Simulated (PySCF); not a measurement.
# Excited-state calculation, with input and output: SiP$_{4}$H$_{8}$

System: SiP$_{4}$H$_{8}$, SMILES P[Si](P)(P)P.
Method: TDDFT CAM-B3LYP/def2-SVPD, vertical, IEF-PCM chloroform (non-equilibrium linear response), core orbitals frozen in the response (PySCF 2.14.0).

The geometry comes from this level: PBE0-D3(BJ)/def2-SVP. It belongs to a series of runs on one base structure; here: solvent chloroform.

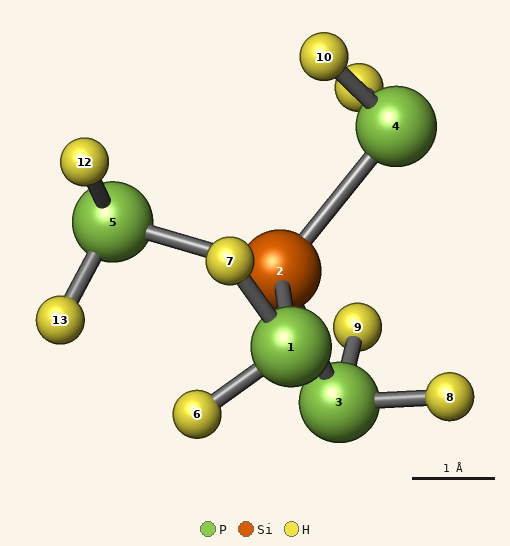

The structure as given in the input (ball-and-stick view, seen at a tilt; atoms are numbered from 1 in the order of the input).

Results in brief:

```tsv
quantity	value
outcome	converged
total energy	−1659.248683 hartree
HOMO	−8.17 eV
LUMO	0.42 eV
dipole moment	1.47 D
mean polarisability	192.20 a.u.
lowest excitation	5.79 eV
hardware	1 CPU thread, shared host
wall time	27 s
peak memory	0.85 GiB
```

The input:
```
{"job": {"kind": "uv", "xc": "CAM-B3LYP", "basis": "def2-SVPD", "solvent": "chloroform", "nstates": 6, "ntriplets": 0}, "charge": 0, "multiplicity": 1}
P     -0.665622    -0.801196     2.048220
Si     0.173413    -0.044957     0.080186
P      2.119581    -1.172254    -0.213959
P      0.564446     2.168119     0.378992
P     -1.018426    -0.419381    -1.813228
H     -1.078304    -2.053289     1.494531
H     -1.942888    -0.189178     1.847963
H      2.769202    -0.509418     0.873135
H      2.609367    -0.255863    -1.196261
H     -0.809821     2.546671     0.246223
H      0.848802     2.385341    -1.006194
H     -2.236131     0.093321    -1.267109
H     -1.326346    -1.775788    -1.480978
```

The first line tells a small driver script what to run in PySCF; the rest is the geometry in Å.

Launched with:
```bash
OMP_NUM_THREADS=1 python <driver script> task.json out
```

Log:
```
coarse grid: 13080 points
cycle   1  E = -1659.0400628157  dE = -7.066e-02  |g| = 2.067e-01  |ddm| = 4.571e+00
cycle   2  E = -1659.0544784493  dE = -1.442e-02  |g| = 1.409e-01  |ddm| = 6.822e-01
cycle   3  E = -1659.0613086426  dE = -6.830e-03  |g| = 3.033e-02  |ddm| = 3.683e-01
cycle   4  E = -1659.0617356175  dE = -4.270e-04  |g| = 8.225e-03  |ddm| = 8.232e-02
cycle   5  E = -1659.0617700871  dE = -3.447e-05  |g| = 1.757e-03  |ddm| = 2.668e-02
cycle   6  E = -1659.0617717553  dE = -1.668e-06  |g| = 3.176e-04  |ddm| = 6.274e-03
final grid: 102608 points
cycle   7  E = -1659.2486824721  dE = -4.901e-06  |g| = 5.153e-04  |ddm| = 3.021e-02
cycle   8  E = -1659.2486825870  dE = -1.149e-07  |g| = 1.690e-04  |ddm| = 3.673e-03
cycle   9  E = -1659.2486825995  dE = -1.248e-08  |g| = 7.346e-05  |ddm| = 5.896e-04
cycle  10  E = -1659.2486826019  dE = -2.398e-09  |g| = 1.606e-05  |ddm| = 2.549e-04
cycle  11  E = -1659.2486826020  dE = -1.278e-10  |g| = 6.504e-06  |ddm| = 6.106e-05
```

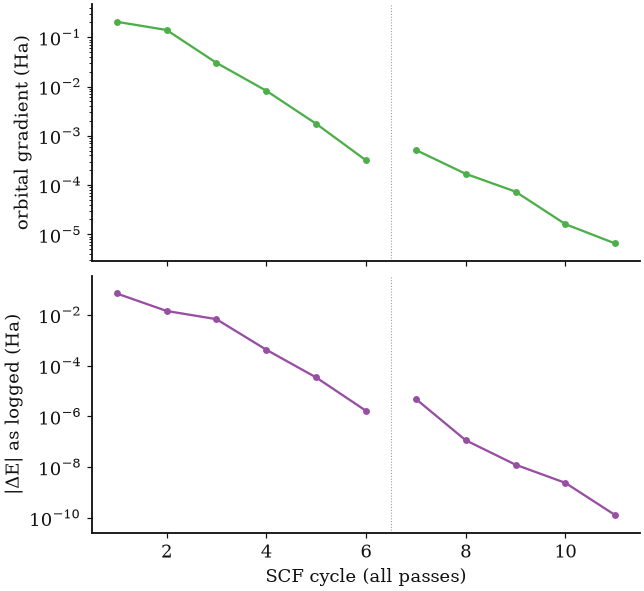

Convergence of the self-consistent field: orbital gradient and size of the energy change against the SCF cycle. The dotted line marks the change from a coarse to the final integration grid. The first 6 cycles use a coarse grid, the final grid takes over at cycle 7, and the field converges after 11 cycles in all.

```
converged SCF energy = -1659.2486826020

Static polarisability (au): isotropic 192.196, principal 187.508 191.786 197.294

Singlet excitations
state   eV       nm        f      main configurations
  1   5.7898    214.1   0.15670   H->L 0.94
  2   6.1028    203.2   0.07226   H-1->L 0.67
  3   6.1392    202.0   0.01980   H->L+1 0.56, H-1->L 0.14
  4   6.1827    200.5   0.00982   H->L+3 0.40, H-1->L+1 0.17, H->L+2 0.15
  5   6.2801    197.4   0.02926   H-1->L+1 0.37, H->L+1 0.14, H->L+3 0.11
  6   6.3318    195.8   0.05754   H-2->L 0.60
```

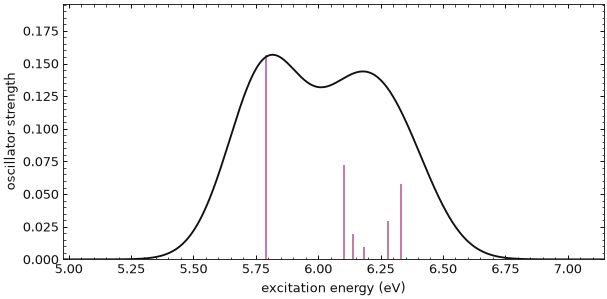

Computed excitations as sticks (degenerate states added up, dark ones marked on the axis), with a Gaussian envelope of 0.35 eV full width at half maximum, scaled to the tallest. Of the 6 states the lowest lies at 5.79 eV (f = 0.157); the strongest line is at 5.79 eV, or 214 nm (f = 0.157).

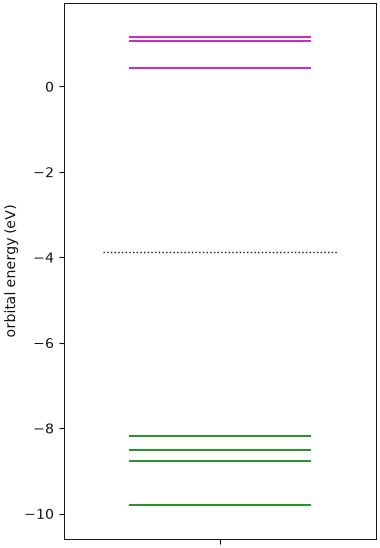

Orbital energies near the frontier; the dotted line parts filled from empty levels, and levels within 0.02 eV of each other stand side by side. Highest filled −8.17 eV, lowest empty 0.42 eV, 8.59 eV apart.
